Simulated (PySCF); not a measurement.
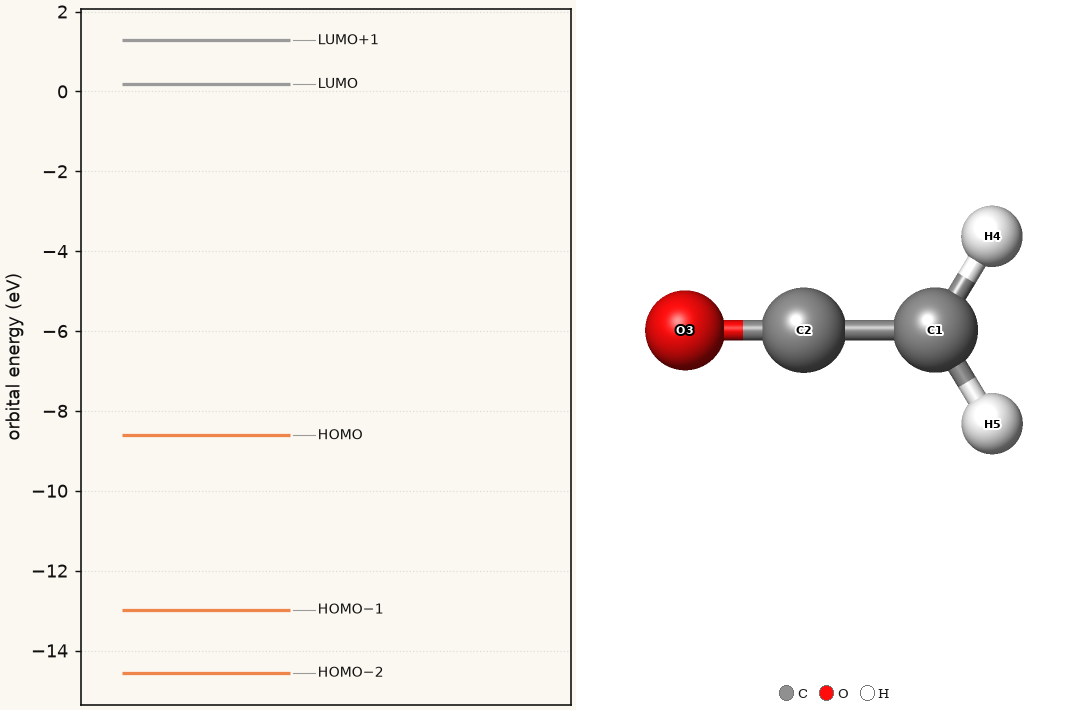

C₂H₂O (ethenone), SMILES C=C=O. Kohn-Sham orbital energies near the frontier, CAM-B3LYP/def2-SVPD in PySCF 2.14.0, at a GFN2-xTB geometry (no frequency check), isolated molecule; empty levels in grey, levels within 0.03 eV side by side.

> Where do the frontier orbitals lie?

HOMO at −8.61 eV, LUMO at 0.18 eV, 8.80 eV apart.

> List the levels with the atoms that carry most of them (a dash for levels above zero or within 0.03 eV of another, where shares mean little).

```tsv
orbital	energy (eV)	Löwdin shares
LUMO+1	1.28	–
LUMO	0.18	–
HOMO	−8.61	C1 43 %, O3 24 %, C2 24 %
HOMO−1	−12.98	O3 40 %, C1 24 %, C2 16 %
HOMO−2	−14.56	O3 58 %, C2 32 %, C1 8 %
```

Caveats: the tight-binding geometry is rougher than a DFT one and adds to the error; empty levels above zero depend strongly on the basis.
